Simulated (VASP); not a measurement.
Band structure of Cl (relaxed from the simple-cubic structure, space group Pm-3m). Calculation: PBEsol GGA, VASP's PBE PAW potentials (set 64) (plane waves; VASP).

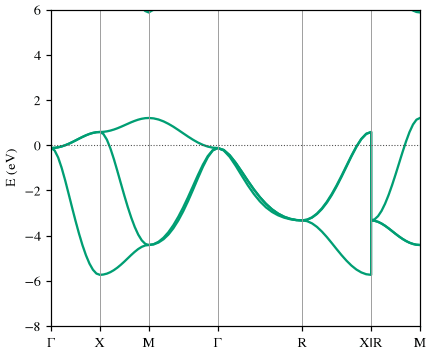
*Bands along high-symmetry lines, zero at the valence-band maximum or, without a gap, the Fermi level*

Problem. Read the plot: is there a gap, and where are the band edges?

Solution. It has no gap at this level: it comes out as a metal or semimetal. (Edges off the drawn lines would not show.)

The structure was generated: Cl was put into the simple-cubic type (Pm-3m), which need not be its known phase. It was relaxed first, which changed the volume by -10 %.
